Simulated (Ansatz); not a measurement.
## LiYSe2: Y → Tb

Consider LiYSe2 (space group R-3m, No. 166; a = 4.0622 Å, c = 19.4789 Å (hexagonal axes); a model cell, its experimental status unchecked).

The change: full substitution Y → Tb; the structure is relaxed again.

The values are results of Kohn–Sham DFT with the r2SCAN functional, run in Ansatz (a first-principles code) with PAW and 500 eV plane waves, no spin-orbit coupling, not measurements. Settings: 10×10×10 k-points, 0.05 eV Fermi–Dirac smearing.

```csv
quantity,base,changed,shift
volume per atom,23.20 Å³,23.39 Å³,+0.19 Å³
density,4.54 g/cm³,5.75 g/cm³,+1.21 g/cm³
c/a ratio,4.795,4.769,-0.026
space group,R-3m (No. 166),R-3m (No. 166),–
shortest interatomic distance,2.846 Å,2.852 Å,+0.0067 Å
magnetic state,not spin-polarised,ferromagnetic,–
```

Final structure:

```
CELL_PARAMETERS angstrom
      2.04037     1.17801     6.48719
     -2.04037     1.17801     6.48719
      0.00000    -2.35601     6.48719
ATOMIC_POSITIONS crystal
  Tb 0.00000 0.00000 0.00000
  Li 0.50000 0.50000 0.50000
  Se 0.24929 0.24929 0.24929
  Se 0.75071 0.75071 0.75071
```

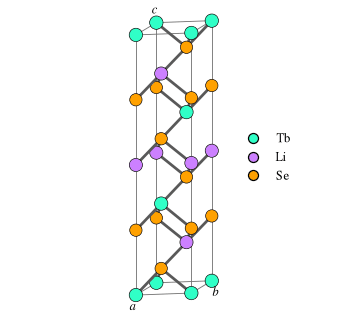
Fig. 1. The relaxed conventional cell after the change

The magnetic state is the one reached from the starting moments; the real material's order can differ, and small cells can't hold many antiferromagnetic ones. Open 4f shells without U are poorly described, and the f state was not checked. Whether these cells are dynamically stable was not tested. For LiTbSe2 in this form, whether it has been made was not checked.
